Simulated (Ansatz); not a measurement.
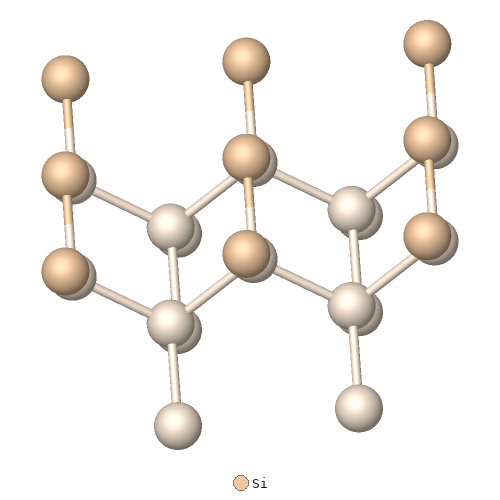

The system is Si on a Si(100) slab cut from the Fd-3m phase, its upper half relaxed before the scan (16 atoms of substrate and one adsorbate in a 2 × 2 cell); the picture shows it without the atoms that are moved over the map. Si is moved over the surface cell; relaxed at each place: the height of the adsorbate's atoms; substrate rigid; the origin of the map has the adsorbate above Si13. Places are given modulo a cell vector. The map is drawn in real space over the plane of the surface. Grid: 8 × 8 points; 23 points were computed and 33 follow by symmetry. At 8 points there is no value. Places are given in fractions of the 1 × 1 surface cell. Energies are in eV, from the lowest grid point. Energies and slopes of some neighbouring points disagree (a jump in structure or state, or too coarse a mesh). The magnetic moment jumps between some neighbouring points. Computed with DFT PBE, scalar-relativistic, plane waves, PAW (Ansatz 0.2.0). Settings: cutoff 420 eV, k-mesh 4×4×1, gaussian smearing 0.05 eV, spin-polarised.

Range: position of Si17 along the first surface vector from 0.000 to 0.875; position of Si17 along the second surface vector from 0.000 to 0.875.

Q: Predict the map.

A: The lowest grid point is at (4/8, 3/8) of the cell vectors [nearest 2 Si at 2.47 Å]. The highest grid point, the top site over a surface Si atom, (0/8, 0/8) of the cell vectors, lies 1.56 eV above the lowest. At the lowest point the adsorbate has 2 Si at 2.47 Å as nearest neighbours, at the highest 1 Si at 2.22 Å. Its relaxed height above the top atom is 0.51 Å at the lowest and 2.22 Å at the highest point.

```
second ↓, first →   0/8   1/8   2/8   3/8   4/8   5/8   6/8   7/8
              7/8  1.51  1.45  1.25     –  0.38     –  1.25  1.45
              6/8  1.32  1.27  1.07  0.63  0.11  0.63  1.07  1.27
              5/8  0.96  0.91  0.74     –  0.00     –  0.74  0.91
              4/8  0.62  0.58  0.44  0.22  0.06  0.22  0.44  0.58
              3/8  0.96  0.91  0.74     –  0.00     –  0.74  0.91
              2/8  1.32  1.27  1.07  0.63  0.11  0.63  1.07  1.27
              1/8  1.51  1.45  1.25     –  0.38     –  1.25  1.45
              0/8  1.56  1.51  1.31  0.90  0.51  0.90  1.31  1.51
```

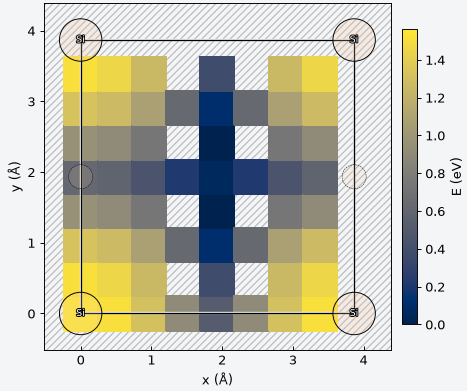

The picture shows one coloured cell a grid point, labelled circles for the atoms of the top layer and small ones for the second layer, the outline of one cell of the plane, hatched blanks where no value was computed.

The whole map (23 points run) took 70 min on 4 threads of Arm Neoverse V1, on a shared host.

PAW datasets: the set soft_1.
